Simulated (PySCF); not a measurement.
NMR shielding calculation, with input and output: C3H7NSi

System: C3H7NSi.
Method: GIAO KT2/pcSseg-2 NMR shielding, non-relativistic, gas phase (PySCF 2.14.0).

The geometry comes from this level: PBE0-D3(BJ)/def2-SVP. Figures and captions count atoms from 1; the log counts them from 0 in places.

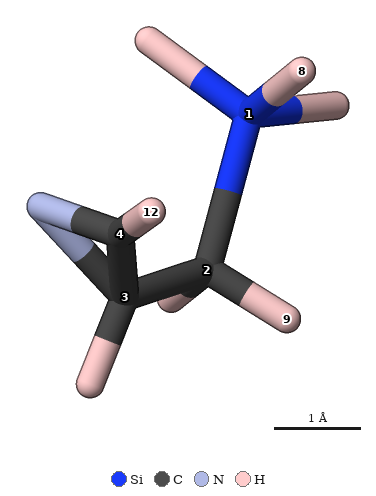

Figure 1. The input geometry (stick view, seen at a tilt; atoms are numbered from 1 in the order of the input).

Input file:
```
{"job": {"kind": "nmr", "xc": "KT2", "basis": "pcSseg-2", "pop": false}, "charge": 0, "multiplicity": 1}
Si     1.412699    -0.189586     0.230728
C     -0.015994    -0.171337    -1.011233
C     -1.386438     0.108209    -0.443376
C     -1.800632    -0.275967     0.891024
N     -1.523527     0.944282     0.820703
H      2.663048    -0.559850    -0.500599
H      1.606266     1.138333     0.882432
H      1.166026    -1.213408     1.294384
H     -0.019276    -1.150579    -1.523134
H      0.222969     0.572337    -1.791606
H     -2.167312     0.291511    -1.195352
H     -2.129070    -1.001607     1.640105
```

The first line tells a small driver script what to run in PySCF; the rest is the geometry in Å.

Launch command:
```bash
OMP_NUM_THREADS=1 python <driver script> task.json out
```

Log:
```
coarse grid: 10288 points
cycle   1  E = -468.2052279552  dE =  3.828e-01  |g| = 4.275e-01  |ddm| = 2.585e+00
cycle   2  E = -468.0819215531  dE =  1.233e-01  |g| = 8.104e-01  |ddm| = 1.060e+00
cycle   3  E = -468.2440164228  dE = -1.621e-01  |g| = 2.252e-01  |ddm| = 7.520e-01
cycle   4  E = -468.2544285647  dE = -1.041e-02  |g| = 7.560e-02  |ddm| = 1.912e-01
cycle   5  E = -468.2557295620  dE = -1.301e-03  |g| = 2.177e-02  |ddm| = 8.201e-02
cycle   6  E = -468.2558384741  dE = -1.089e-04  |g| = 6.592e-03  |ddm| = 2.645e-02
cycle   7  E = -468.2558493389  dE = -1.086e-05  |g| = 1.138e-03  |ddm| = 7.175e-03
cycle   8  E = -468.2558496407  dE = -3.018e-07  |g| = 3.176e-04  |ddm| = 1.785e-03
final grid: 94152 points
cycle   9  E = -468.2822069481  dE = -3.245e-04  |g| = 1.311e-02  |ddm| = 2.118e-01
cycle  10  E = -468.2821885787  dE =  1.837e-05  |g| = 1.316e-02  |ddm| = 1.926e-02
cycle  11  E = -468.2822243640  dE = -3.579e-05  |g| = 4.042e-03  |ddm| = 1.372e-02
cycle  12  E = -468.2822284053  dE = -4.041e-06  |g| = 1.044e-03  |ddm| = 3.902e-03
cycle  13  E = -468.2822286771  dE = -2.718e-07  |g| = 2.875e-04  |ddm| = 1.234e-03
cycle  14  E = -468.2822286816  dE = -4.549e-09  |g| = 2.529e-04  |ddm| = 3.577e-04
cycle  15  E = -468.2822286960  dE = -1.441e-08  |g| = 4.294e-05  |ddm| = 1.979e-04
cycle  16  E = -468.2822286965  dE = -4.970e-10  |g| = 5.686e-06  |ddm| = 4.776e-05
```

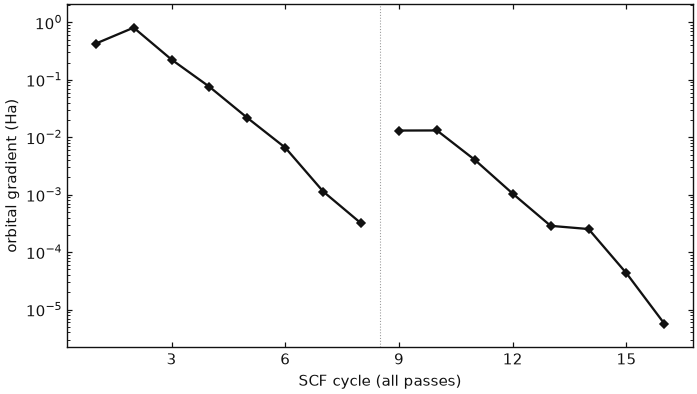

Figure 2. Convergence of the self-consistent field: orbital gradient against the SCF cycle. The dotted line marks the change from a coarse to the final integration grid. The first 8 cycles use a coarse grid, the final grid takes over at cycle 9, and the field converges after 16 cycles in all.

```
converged SCF energy = -468.2822286965

GIAO shielding tensors (ppm)
atom      isotropic    diamagn.    paramagn.     s11        s22        s33       span
  0 Si     423.792     881.699    -457.907    401.662    412.774    456.940     55.278
  1 C      165.050     245.662     -80.612    143.695    159.559    191.897     48.202
  2 C      153.159     244.388     -91.229     85.074    131.898    242.505    157.431
  3 C        8.304     263.534    -255.230   -155.518     36.591    143.839    299.357
  4 N      -78.578     316.731    -395.309   -361.701   -165.421    291.388    653.089
  5 H       27.568      28.684      -1.115     24.913     25.245     32.546      7.633
  6 H       27.513      29.047      -1.534     24.406     26.082     32.050      7.644
  7 H       27.801      29.827      -2.025     24.617     26.533     32.254      7.637
  8 H       29.596      30.706      -1.111     25.428     28.422     34.938      9.510
  9 H       29.328      30.594      -1.266     25.565     28.206     34.213      8.648
 10 H       29.096      27.465       1.631     22.513     26.409     38.365     15.852
 11 H       20.965      30.610      -9.645     15.604     22.206     25.086      9.482
```

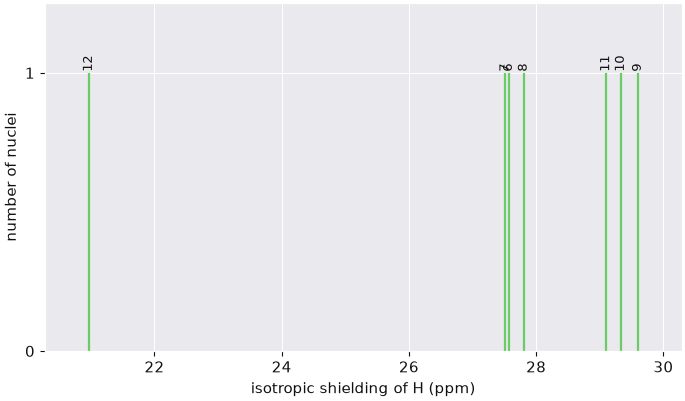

Figure 3. Isotropic shieldings of the hydrogen nuclei in this fixed geometry, labelled by atom number; shielding grows to the right, so chemical shift grows to the left. The least shielded is H12 (21.0 ppm), the most shielded H9 (29.6 ppm).

Summary:

```csv
quantity,value
outcome,converged
total energy,−468.282229 hartree
HOMO,−6.51 eV
LUMO,−1.86 eV
dipole moment,2.13 D
"isotropic shielding, Si",423.8 ppm
"isotropic shielding, C",8.3 to 165.1 ppm
"isotropic shielding, N",−78.6 ppm
"isotropic shielding, H",21.0 to 29.6 ppm
hardware,"1 CPU thread, shared host"
wall time,42 s
peak memory,0.88 GiB
```
